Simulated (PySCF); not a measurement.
# HBS (hydrogen boron sulfide) at 6 levels

Aim: a comparison of 6 runs (r2SCAN/STO-6G, UMP2/STO-6G, BCCD(T)/STO-6G, NEVPT2(2,2)/STO-6G, UCCSD(T)/STO-6G, FCI/STO-6G) of HBS (hydrogen boron sulfide). Input form: a Python script.

The results are computed with PySCF 2.14.0.

9 further runs of the same task are left out: 9 set aside as unsound or not needed.

### Step 1. The molecule

HBS has 3 atoms, charge 0, and is taken as a singlet. SMILES: `B=S`. The B1–H3 distance was set to 1.410 Å, away from the relaxed value.

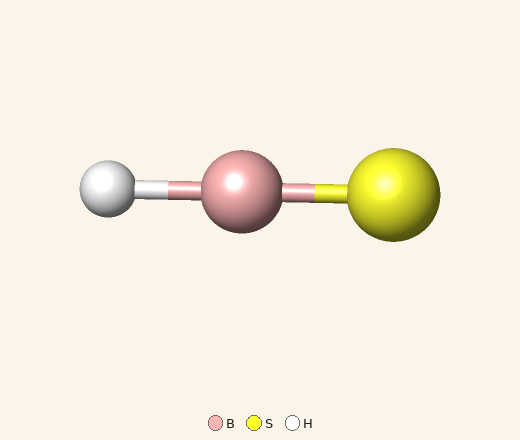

The structure, seen from a chosen angle (boron pink, sulfur yellow, hydrogen white).

### Step 2. A single-point energy at r2SCAN/STO-6G (run 1)

input.py

```python
from pyscf import gto, dft

mol = gto.M(
    atom='''
B      0.048562     0.017272    -0.170007
S      0.875941     0.323786    -3.057584
H     -0.681265    -0.251485     2.378277
''',
    unit='bohr',
    verbose=3,
    spin=0,
    basis='sto-6g',
    max_memory=1860,
    charge=0,
)

mf = dft.RKS(mol, xc='r2scan')
mf.grids.level = 5
mf.conv_tol = 1e-10
mf.kernel()
if not mf.converged:
    mf = mf.newton().run(mf.mo_coeff, mf.mo_occ)

etot = mf.e_tot
print('E(%s) = %.9f' % ('R2SCAN', etot))
```

Launch:

```bash
OMP_NUM_THREADS=1 python input.py
```

What it wrote:

```text
converged SCF energy = -422.13774314008
E(R2SCAN) = -422.137743140
```

Wall time 2.4 s (1 thread of Arm Neoverse V1, shared host); peak memory 0.17 GiB.

### Step 3. The energy at UMP2/STO-6G (run 2)

calc.py

```python
from pyscf import gto, scf, mp

mol = gto.M(
    atom='''
B      0.025698     0.009140    -0.089964
S      0.463528     0.171340    -1.618004
H     -0.360510    -0.133080     1.258530
''',
    verbose=4,
    basis='sto-6g',
    max_memory=1860,
)

calc0 = scf.UHF(mol)
calc0.conv_tol = 1e-10
calc0.kernel()
if not calc0.converged:
    calc0 = calc0.newton().run(calc0.mo_coeff, calc0.mo_occ)
for _ in range(3):
    mo, _, stable, _ = calc0.stability(return_status=True)
    if stable:
        break
    calc0.kernel(calc0.make_rdm1(mo, calc0.mo_occ))

pt = mp.MP2(calc0, frozen=6).run()
e_tot = pt.e_tot
print('E = %.10f Eh' % e_tot)
```

Launch:

```bash
OMP_NUM_THREADS=1 python calc.py
```

What it wrote:

```text
PySCF version 2.14.0

[INPUT] num. atoms = 3
[INPUT] num. electrons = 22
[INPUT] charge = 0
[INPUT] spin (= nelec alpha-beta = 2S) = 0
[INPUT] symmetry False subgroup None
[INPUT] Mole.unit = angstrom
[INPUT] Symbol           X                Y                Z      unit          X                Y                Z       unit  Magmom
[INPUT]  1 B      0.025698000000   0.009140000000  -0.089964000000 AA    0.048562181949   0.017272096779  -0.170007321070 Bohr   0.0
[INPUT]  2 S      0.463528000000   0.171340000000  -1.618004000000 AA    0.875940971067   0.323785674183  -3.057584428451 Bohr   0.0
[INPUT]  3 H     -0.360510000000  -0.133080000000   1.258530000000 AA   -0.681265165167  -0.251484752657   2.378277019549 Bohr   0.0

nuclear repulsion = 31.1872915310575
number of shells = 9
number of NR pGTOs = 90
number of NR cGTOs = 15
basis = sto-6g
ecp = {}

[... 69 lines left out ...]
converged SCF energy = -421.329658616542  <S^2> = 3.1336711e-11  2S+1 = 1
[... 3 lines left out ...]
******** <class 'pyscf.mp.ump2.UMP2'> ********
nocc = (np.int64(5), np.int64(5)), nmo = (9, 9)
frozen orbitals 6
E(UMP2) = -421.439627474481  E_corr = -0.109968857938539
E(SCS-UMP2) = -421.439955879043  E_corr = -0.11029726250035
E_corr(same-spin) = -0.0249985004144961
E_corr(oppo-spin) = -0.084970357524043
E = -421.4396274745 Eh
```

It took 0.93 s on 1 thread of Arm Neoverse V1, shared host; peak memory 0.12 GiB.

Runs 3 to 4 aren't shown in full; the table further down has their settings and results.

### Step 4. A single-point energy at UCCSD(T)/STO-6G (run 5)

job.py

```python
from pyscf import gto, cc

system = gto.M(
    atom='''
B        0.025698       0.009140      -0.089964
S        0.463528       0.171340      -1.618004
H       -0.360510      -0.133080       1.258530
''',
    basis='sto-6g',
    max_memory=1860,
    verbose=3,
)

myscf = system.UHF()
myscf.conv_tol = 1e-10
myscf.kernel()
if not myscf.converged:
    myscf = myscf.newton().run(myscf.mo_coeff, myscf.mo_occ)
for _ in range(3):
    mo, _, stable, _ = myscf.stability(return_status=True)
    if stable:
        break
    myscf.kernel(myscf.make_rdm1(mo, myscf.mo_occ))

mycc = cc.CCSD(myscf, frozen=6)
mycc.kernel()
e_t = mycc.ccsd_t()
etot = mycc.e_tot + e_t
print(f'total energy: {etot:.8f} hartree')
```

Launch:

```bash
OMP_NUM_THREADS=1 python job.py
```

What it wrote:

```text
converged SCF energy = -421.329658616542  <S^2> = 3.1336711e-11  2S+1 = 1
<class 'pyscf.scf.uhf.UHF'> wavefunction is stable in the internal stability analysis
E(UCCSD) = -421.4519345940612  E_corr = -0.1222759775190619
UCCSD(T) correction = -0.00669296489150158
total energy: -421.45862756 hartree
```

It took 1 s on 1 thread of Arm Neoverse V1, shared host; peak memory 0.12 GiB.

### Step 5. A single-point energy at FCI/STO-6G (run 6)

input.py

```python
from pyscf import gto, scf, mcscf
from pyscf import fci

molecule = gto.Mole()
molecule.atom = 'B 0.025698 0.009140 -0.089964; S 0.463528 0.171340 -1.618004; H -0.360510 -0.133080 1.258530'
molecule.charge = 0
molecule.max_memory = 1860
molecule.verbose = 4
molecule.basis = 'sto-6g'
molecule.spin = 0
molecule.build()

mf = scf.RHF(molecule)
mf.conv_tol = 1e-10
mf.kernel()
if not mf.converged:
    mf = mf.newton().run(mf.mo_coeff, mf.mo_occ)

cas = mcscf.CASCI(mf, mf.mo_coeff.shape[-1] - 6, (molecule.nelec[0] - 6, molecule.nelec[1] - 6))  # full CI above the frozen core
cas.fcisolver = fci.direct_spin0.FCI(molecule)  # even spin states alone
cas.kernel()
print('<S^2> = %.4f' % cas.fcisolver.spin_square(cas.ci, cas.ncas, cas.nelecas)[0])
e_tot = cas.e_tot
print('E = %.10f Eh' % e_tot)
```

Launch:

```bash
OMP_NUM_THREADS=1 python input.py
```

What it wrote:

```text
PySCF version 2.14.0

[INPUT] num. atoms = 3
[INPUT] num. electrons = 22
[INPUT] charge = 0
[INPUT] spin (= nelec alpha-beta = 2S) = 0
[INPUT] symmetry False subgroup None
[INPUT] Mole.unit = angstrom
[INPUT] Symbol           X                Y                Z      unit          X                Y                Z       unit  Magmom
[INPUT]  1 B      0.025698000000   0.009140000000  -0.089964000000 AA    0.048562181949   0.017272096779  -0.170007321070 Bohr   0.0
[INPUT]  2 S      0.463528000000   0.171340000000  -1.618004000000 AA    0.875940971067   0.323785674183  -3.057584428451 Bohr   0.0
[INPUT]  3 H     -0.360510000000  -0.133080000000   1.258530000000 AA   -0.681265165167  -0.251484752657   2.378277019549 Bohr   0.0

nuclear repulsion = 31.1872915310575
number of shells = 9
number of NR pGTOs = 90
number of NR cGTOs = 15
basis = sto-6g
ecp = {}

******** <class 'pyscf.scf.hf.RHF'> ********
method = RHF
initial guess = minao
damping factor = 0
level_shift factor = 0
DIIS = <class 'pyscf.scf.diis.CDIIS'>
diis_start_cycle = 1
diis_space = 8
diis_damp = 0
SCF conv_tol = 1e-10
SCF conv_tol_grad = None
SCF max_cycles = 50
direct_scf = True
direct_scf_tol = 1e-13
Set gradient conv threshold to 1e-05
Initial guess from minao.
init E= -421.138633041882
  HOMO = -0.30011079477173  LUMO = 0.189310663946893  gap/eV = 13.31784
cycle= 1 E= -421.229538894181  delta_E= -0.0909  |g|= 0.462  |ddm|= 2.13
  HOMO = -0.247309220643627  LUMO = 0.229822172486504  gap/eV = 12.98341
cycle= 2 E= -421.257859504513  delta_E= -0.0283  |g|= 0.46  |ddm|= 1.33
  HOMO = -0.282603847241214  LUMO = 0.283693300263045  gap/eV = 15.40973
cycle= 3 E= -421.328974833767  delta_E= -0.0711  |g|= 0.0297  |ddm|= 0.62
  HOMO = -0.294831211445679  LUMO = 0.287262692293017  gap/eV = 15.83958
cycle= 4 E= -421.329635799238  delta_E= -0.000661  |g|= 0.00461  |ddm|= 0.0906
  HOMO = -0.291658328382062  LUMO = 0.285339819674086  gap/eV = 15.70092
cycle= 5 E= -421.329656583085  delta_E= -2.08e-05  |g|= 0.00196  |ddm|= 0.0173
  HOMO = -0.292064199082199  LUMO = 0.285966280562944  gap/eV = 15.72901
cycle= 6 E= -421.329658450919  delta_E= -1.87e-06  |g|= 0.000598  |ddm|= 0.00484
  HOMO = -0.29230628459855  LUMO = 0.286068776453773  gap/eV = 15.73839
cycle= 7 E= -421.329658616459  delta_E= -1.66e-07  |g|= 1.28e-05  |ddm|= 0.00181
  HOMO = -0.292302167436185  LUMO = 0.286066967757545  gap/eV = 15.73823
cycle= 8 E= -421.329658616542  delta_E= -8.29e-11  |g|= 8.61e-07  |ddm|= 3.86e-05
  HOMO = -0.29230153933372  LUMO = 0.286066786791797  gap/eV = 15.73820
Extra cycle  E= -421.329658616542  delta_E= -5.68e-14  |g|= 3.04e-07  |ddm|= 1.92e-06
converged SCF energy = -421.329658616542

******** <class 'pyscf.mcscf.casci.CASCI'> ********
CAS (5e+5e, 9o), ncore = 6, nvir = 0
natorb = False
canonicalization = True
sorting_mo_energy = False
******** <class 'pyscf.fci.direct_spin0.FCISolver'> ********
max. cycles = 100
conv_tol = 1e-10
davidson only = False
linear dependence = 1e-14
level shift = 0.001
max iter space = 12
nroots = 1
pspace_size = 400
spin = None
Density matrix diagonal elements [1.99044623 1.95586485 1.97202585 1.92503794 1.92503792 0.07826427
 0.07826423 0.05298762 0.0220711 ]
CASCI converged
CASCI E = -421.459293750711  E(CI) = -21.2380806402241  S^2 = 0.0000000
<S^2> = 0.0000
E = -421.4592937507 Eh
```

Run time: 1 s. Hardware: 1 thread of Arm Neoverse V1, shared host; peak memory 0.12 GiB.

### Step 6. All runs side by side

| run | level | integration grid | frozen core orbitals | energy (Eh) | dipole moment (D) of the reference | HOMO energy (eV) | LUMO energy (eV) | wall time |
| --- | --- | --- | --- | --- | --- | --- | --- | --- |
| 1 | r2SCAN/STO-6G | 5 | – | -422.137743 | 0.27 | -4.71 | 2.25 | 2.4 s |
| 2 | UMP2/STO-6G | – | 6 | -421.439627 | 1.02 | -7.95 | 7.78 | 0.93 s |
| 3 | BCCD(T)/STO-6G | – | 6 | -421.458440 | – | – | – | 1.2 s |
| 4 | NEVPT2(2,2)/STO-6G | – | – | -421.439030 | 1.02 | -7.95 | 7.78 | 1 s |
| 5 | UCCSD(T)/STO-6G | – | 6 | -421.458628 | 1.02 | -7.95 | 7.78 | 1 s |
| 6 | FCI/STO-6G | – | 6 | -421.459294 | 1.02 | -7.95 | 7.78 | 1 s |

### Step 7. Summary of results

| quantity | value |
| --- | --- |
| run 6: total energy | -421.45929 Eh |
| run 6: dipole moment (Hartree–Fock density) | 1.02 D |
| run 6: HOMO energy (Hartree–Fock orbitals) | -7.95 eV |
| run 6: LUMO energy (Hartree–Fock orbitals) | 7.78 eV |
| run 6: HOMO–LUMO gap (Hartree–Fock orbitals) | 15.74 eV |
| run 6: correlation energy (6 core orbitals frozen) | -129.6 mEh |

Against full CI in this basis: UMP2 +19.7 mEh; BCCD(T) +0.9 mEh; UCCSD(T) +0.7 mEh. In runs 1, 2, 3, 4, 5, 6 the basis is minimal, so the values are rough. All runs together took 7.5 s, the longest 2.4 s.
